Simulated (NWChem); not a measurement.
**C2H5Mg (SMILES [CH2][Mg][CH3]): levels of theory compared**

Wanted: a comparison of 4 runs (UHF/STO-3G, UHF/3-21G, UB3LYP/6-31G*) of C2H5Mg. 

The calculation is run with NWChem 7.3.0.

### Step 1. The molecule

The species is C2H5Mg (8 atoms), meant as a doublet with charge 0. As SMILES, `[CH2][Mg][CH3]`. The coordinates come from a PBE0-D4/def2-TZVP relaxation.

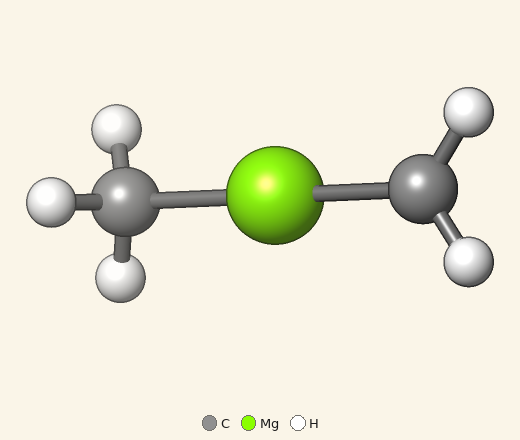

The structure, seen from a chosen angle (carbon grey, magnesium green, hydrogen white).

### Step 2. Energy and forces at UHF/STO-3G (run 1)

Contents of run.py:

```python
from ase import Atoms
from ase.calculators.nwchem import NWChem

mol = Atoms('CMgCHHHHH', positions=[
    [-1.307500, 1.238300, -1.453000],
    [-0.138800, 0.135400, -0.173100],
    [1.045400, -0.983100, 1.125700],
    [-2.085400, 0.836800, -2.107700],
    [-1.252200, 2.321500, -1.589200],
    [1.387200, -0.388900, 1.979700],
    [1.939800, -1.373600, 0.629300],
    [0.503800, -1.843600, 1.532500],
])

calc = NWChem(
    label='input',
    theory='scf',
    memory='2200 mb',
    basis='STO-3G',
    basispar='spherical bse',
    scf={'nopen': '1', 'uhf': None, 'thresh': '1e-08', 'maxiter': '80'},
)
mol.calc = calc

forces = mol.get_forces()
print(f"energy = {mol.get_potential_energy():.6f} eV")
print("forces (eV/A):")
for s, f in zip(mol.symbols, forces):
    print(f"{s:2s} {f[0]:10.5f} {f[1]:10.5f} {f[2]:10.5f}")
```

The run is started by

```sh
$ export ASE_NWCHEM_COMMAND="nwchem PREFIX.nwi > PREFIX.nwo"
$ python run.py
```

Output:

```text
energy = -7477.261005 eV
forces (eV/A):
C     1.04279   -0.98468    1.14208
Mg    0.06757   -0.06505    0.07585
C    -1.17134    1.09930   -1.26390
H     0.16892    0.03008    0.15200
H     0.02998   -0.21700    0.06546
H    -0.09580   -0.32113   -0.32915
H    -0.34586    0.12197    0.28555
H     0.30370    0.33651   -0.12789
```

The calculator wrote input.nwi:

```
title "input"

permanent_dir input

scratch_dir input

start input

geometry units angstrom nocenter noautosym noautoz
  C  -1.3075000000000001e+00 1.2383000000000000e+00 -1.4530000000000001e+00
  Mg -1.3880000000000001e-01 1.3539999999999999e-01 -1.7310000000000000e-01
  C  1.0454000000000001e+00 -9.8309999999999997e-01 1.1256999999999999e+00
  H  -2.0853999999999999e+00 8.3679999999999999e-01 -2.1076999999999999e+00
  H  -1.2522000000000000e+00 2.3214999999999999e+00 -1.5891999999999999e+00
  H  1.3872000000000000e+00 -3.8890000000000002e-01 1.9797000000000000e+00
  H  1.9398000000000000e+00 -1.3735999999999999e+00 6.2929999999999997e-01
  H  5.0380000000000003e-01 -1.8435999999999999e+00 1.5325000000000000e+00
end

memory 2200 mb

basis spherical bse noprint
   * library STO-3G
end

scf
  nopen 1
  uhf
  thresh 1e-08
  maxiter 80
end

task scf gradient
```

input.nwo (excerpt; [...] marks lines left out):

```text
[...]
      One electron energy =   -527.174417756863
[... 1 line left out ...]
 Nuclear repulsion energy =     72.655983420883
[... 36 lines left out ...]
          Final beta eigenvalues
[... 191 lines left out ...]
                     UHF Final Beta Molecular Orbital Analysis
[...]
  wavefunction    =   UHF
                         UHF ENERGY GRADIENTS
    atom               coordinates                        gradient
                 x          y          z           x          y          z
   1 C      -2.470817   2.340048  -2.745772   -0.020279   0.019149  -0.022210
   2 Mg     -0.262294   0.255869  -0.327112   -0.001314   0.001265  -0.001475
   3 C       1.975520  -1.857790   2.127265    0.022779  -0.021378   0.024579
[... 4 lines of this table left out ...]
   8 H       0.952044  -3.483899   2.896005   -0.005906  -0.006544   0.002487
[...]
```

Wall time 1.5 s (1 thread of AMD EPYC 9R45 (Zen 5), shared host); peak memory 0.1 GiB.

### Step 3. Energy and gradient at UHF/3-21G (run 2)

Contents of mol.nw:

```
start mol
title "C2H5Mg"
memory 2200 mb
geometry units au noautosym nocenter noautoz
 C     -2.47081691     2.34004786    -2.74577206
 Mg    -0.26229399     0.25586892    -0.32711159
 C      1.97551969    -1.85778975     2.12726470
 H     -3.94083486     1.58132282    -3.98297575
 H     -2.36631505     4.38699920    -3.00315276
 H      2.62142808    -0.73491449     3.74109081
 H      3.66569074    -2.59572780     1.18920465
 H      0.95204402    -3.48389908     2.89600529
end
basis spherical bse
 * library 3-21G
end
scf
 doublet
 uhf
 thresh 1e-08
 maxiter 80
end
task scf gradient
```

The run is started by

```sh
$ nwchem mol.nw > mol.out
```

Output:

```text
[...]
  functions       =    41
[...]
  wavefunction    = UHF
[...]
         Total SCF energy =   -276.623099708416
      One electron energy =   -527.814794729607
      Two electron energy =    178.535716837396
 Nuclear repulsion energy =     72.655978183795
                       Sz =      0.5000
                 Sz(Sz+1) =      0.7500
                      S^2 =      0.7619
[...]
                         UHF ENERGY GRADIENTS
    atom               coordinates                        gradient
                 x          y          z           x          y          z
   1 C      -2.470817   2.340048  -2.745772    0.007002  -0.006598   0.007658
   2 Mg     -0.262294   0.255869  -0.327112    0.000188  -0.000178   0.000227
   3 C       1.975520  -1.857790   2.127265   -0.005294   0.005057  -0.005917
   4 H      -3.940835   1.581323  -3.982976   -0.003008  -0.000796  -0.002659
   5 H      -2.366315   4.386999  -3.003153   -0.000343   0.003946  -0.000999
   6 H       2.621428  -0.734914   3.741091    0.000822   0.002046   0.002411
   7 H       3.665691  -2.595728   1.189205    0.002546  -0.001008  -0.001762
   8 H       0.952044  -3.483899   2.896005   -0.001912  -0.002469   0.001041
[...]
```

It took 1.3 s on 1 thread of AMD EPYC 9R45 (Zen 5), shared host; peak memory 0.1 GiB.

### Step 4. Energy and forces at UB3LYP/6-31G(d) (spherical functions) (run 3)

Contents of c2h5mg.nw:

```
start c2h5mg
title "C2H5Mg"
memory 2200 mb
geometry units atomic noautosym nocenter noautoz
  C  -2.47081691  2.34004786 -2.74577206
  Mg -0.26229399  0.25586892 -0.32711159
  C   1.97551969 -1.85778975  2.12726470
  H  -3.94083486  1.58132282 -3.98297575
  H  -2.36631505  4.38699920 -3.00315276
  H   2.62142808 -0.73491449  3.74109081
  H   3.66569074 -2.59572780  1.18920465
  H   0.95204402 -3.48389908  2.89600529
end
basis spherical bse
  * library 6-31G*
end
dft
  xc b3lyp
  mult 2
  grid xfine
  convergence energy 1e-08
  iterations 100
  mulliken
end
task dft gradient
```

The run is started by

```sh
$ nwchem c2h5mg.nw > c2h5mg.out
```

Output:

```text
[...]
          Wavefunction type:  spin polarized.
          No. of atoms     :     8
          No. of electrons :    29
[...]
          Charge           :     0
          Spin multiplicity:     2
[...]
          AO basis - number of functions:    56
[...]
              XC Information
              --------------
                         B3LYP Method XC Potential
                     Hartree-Fock (Exact) Exchange  0.200
                        Slater Exchange Functional  0.800 local
                    Becke 1988 Exchange Functional  0.720 non-local
              Lee-Yang-Parr Correlation Functional  0.810
                  VWN I RPA Correlation Functional  0.190 local
[...]
 d= 0,ls=0.0,diis     1   -279.1953437694 -3.52D+02  5.11D-03  4.80D-02     1.5
[...]
 d= 0,ls=0.0,diis     9   -279.2220200208 -5.80D-09  1.32D-06  4.13D-09    12.4
[...]
         Total DFT energy =     -279.222020020764
      One electron energy =     -529.700648256015
           Coulomb energy =      207.074146489387
    Exchange-Corr. energy =      -29.251496437931
 Nuclear repulsion energy =       72.655978183795
[...]
      Total Density - Mulliken Population Analysis
     ---------------------------------------------
    Atom       Charge   Shell Charges
 -----------   ------   -------------------------------------------------------
    1 C    6     6.52   2.00  0.69  1.90  0.74  1.18  0.02
    2 Mg  12    11.47   2.00  2.00  5.96  0.61  0.52  0.17  0.10  0.12
    3 C    6     6.72   2.00  0.65  2.08  0.71  1.27  0.02
    4 H    1     0.86   0.52  0.34
    5 H    1     0.86   0.52  0.34
    6 H    1     0.85   0.52  0.33
    7 H    1     0.85   0.52  0.33
    8 H    1     0.85   0.52  0.33
[...]
      <S2> =      0.7536 (Exact =     0.7500)
[...]
  wavefunction    = open shell
                         DFT ENERGY GRADIENTS
    atom               coordinates                        gradient
                 x          y          z           x          y          z
   1 C      -2.470817   2.340048  -2.745772   -0.000363   0.000351  -0.000403
   2 Mg     -0.262294   0.255869  -0.327112    0.000578  -0.000539   0.000621
   3 C       1.975520  -1.857790   2.127265    0.000020   0.000003   0.000063
   4 H      -3.940835   1.581323  -3.982976    0.001256   0.000567   0.001073
   5 H      -2.366315   4.386999  -3.003153   -0.000031  -0.001734   0.000274
   6 H       2.621428  -0.734914   3.741091   -0.000653  -0.000920  -0.001576
   7 H       3.665691  -2.595728   1.189205   -0.001645   0.000755   0.000762
   8 H       0.952044  -3.483899   2.896005    0.000836   0.001516  -0.000814
[...]
```

It took 15 s on 1 thread of AMD EPYC 9R45 (Zen 5), shared host; peak memory 0.14 GiB.

### Step 5. Energy and gradient at UB3LYP/6-31G(d) (Cartesian functions) (run 4)

Contents of run.py:

```python
from ase import Atoms
from ase.calculators.nwchem import NWChem

system = Atoms('CMgCHHHHH', positions=[
    [-1.307500, 1.238300, -1.453000],
    [-0.138800, 0.135400, -0.173100],
    [1.045400, -0.983100, 1.125700],
    [-2.085400, 0.836800, -2.107700],
    [-1.252200, 2.321500, -1.589200],
    [1.387200, -0.388900, 1.979700],
    [1.939800, -1.373600, 0.629300],
    [0.503800, -1.843600, 1.532500],
])

calc = NWChem(
    label='c2h5mg',
    theory='dft',
    memory='2200 mb',
    basis='6-31G*',
    dft={'xc': 'b3lyp', 'mult': '2', 'grid': 'xfine', 'convergence': 'energy 1e-08', 'iterations': '100', 'mulliken': None},
)
system.calc = calc

forces = system.get_forces()
print("Total energy (eV):", round(system.get_potential_energy(), 6))
print("forces (eV/A):")
for s, f in zip(system.symbols, forces):
    print(f"{s:2s} {f[0]:10.5f} {f[1]:10.5f} {f[2]:10.5f}")
```

The run is started by

```sh
$ export ASE_NWCHEM_COMMAND="nwchem PREFIX.nwi > PREFIX.nwo"
$ python run.py
```

Output:

```text
Total energy (eV): -7598.094042
forces (eV/A):
C     0.02139   -0.02062    0.02371
Mg   -0.03564    0.03332   -0.03846
C    -0.00417    0.00278   -0.00663
H    -0.06489   -0.02520   -0.05615
H    -0.00144    0.08829   -0.01671
H     0.03630    0.04088    0.08202
H     0.08495   -0.04109   -0.03255
H    -0.03656   -0.07832    0.04474
```

The calculator wrote c2h5mg.nwi:

```
title "c2h5mg"

permanent_dir c2h5mg

scratch_dir c2h5mg

start c2h5mg

geometry units angstrom nocenter noautosym noautoz
  C  -1.3075000000000001e+00 1.2383000000000000e+00 -1.4530000000000001e+00
  Mg -1.3880000000000001e-01 1.3539999999999999e-01 -1.7310000000000000e-01
  C  1.0454000000000001e+00 -9.8309999999999997e-01 1.1256999999999999e+00
  H  -2.0853999999999999e+00 8.3679999999999999e-01 -2.1076999999999999e+00
  H  -1.2522000000000000e+00 2.3214999999999999e+00 -1.5891999999999999e+00
  H  1.3872000000000000e+00 -3.8890000000000002e-01 1.9797000000000000e+00
  H  1.9398000000000000e+00 -1.3735999999999999e+00 6.2929999999999997e-01
  H  5.0380000000000003e-01 -1.8435999999999999e+00 1.5325000000000000e+00
end

memory 2200 mb

basis noprint
   * library 6-31G*
end

dft
  xc b3lyp
  mult 2
  grid xfine
  convergence energy 1e-08
  iterations 100
  mulliken
end

task dft gradient
```

c2h5mg.nwo (excerpt; [...] marks lines left out):

```text
[...]
      One electron energy =     -529.676924071921
[... 2 lines left out ...]
 Nuclear repulsion energy =       72.655983420883
[... 954 lines left out ...]
          Convergence on energy requested:  1.00D-08
[... 24 lines left out ...]
          Spatial weights used:  Erf1
[...]
  wavefunction    = open shell
                         DFT ENERGY GRADIENTS
    atom               coordinates                        gradient
                 x          y          z           x          y          z
   1 C      -2.470817   2.340048  -2.745772   -0.000416   0.000401  -0.000461
   2 Mg     -0.262294   0.255869  -0.327112    0.000693  -0.000648   0.000748
   3 C       1.975520  -1.857790   2.127265    0.000081  -0.000054   0.000129
[... 4 lines of this table left out ...]
   8 H       0.952044  -3.483899   2.896005    0.000711   0.001523  -0.000870
[...]
```

It took 17 s on 1 thread of AMD EPYC 9R45 (Zen 5), shared host; peak memory 0.14 GiB.

### Step 6. The series

| run | level | iteration cap | module | energy (Eh) | dipole moment (D) | HOMO energy (eV) | LUMO energy (eV) | wall time |
| --- | --- | --- | --- | --- | --- | --- | --- | --- |
| 1 | UHF/STO-3G | 80 | scf | -274.784276 | 0.07 | -6.77 | 10.34 | 1.5 s |
| 2 | UHF/3-21G | 80 | scf | -276.623100 | 0.08 | -9.32 | 1.63 | 1.3 s |
| 3 | UB3LYP/6-31G* (spherical functions) | 100 | dft | -279.222020 | 0.09 | -5.54 | -1.75 | 15 s |
| 4 | UB3LYP/6-31G* (Cartesian functions) | 100 | dft | -279.224808 | 0.09 | -5.53 | -1.75 | 17 s |

### Step 7. Outcome

| quantity | value |
| --- | --- |
| run 4: total energy | -279.22481 Eh |
| run 4: dipole moment | 0.09 D |
| run 4: HOMO energy (highest over α and β) | -5.53 eV |
| run 4: LUMO energy (lowest over α and β) | -1.75 eV |
| run 4: ⟨S²⟩ | 0.754 |
| run 4: largest force on an atom | 0.100 eV/Å |

The dipole moment (its size) runs from 0.07 D (UHF/STO-3G) to 0.09 D (UB3LYP/6-31G*). The two ends differ in method and basis. In run 1 the basis is minimal, so the values are rough. All runs together took 35 s, the longest 17 s.
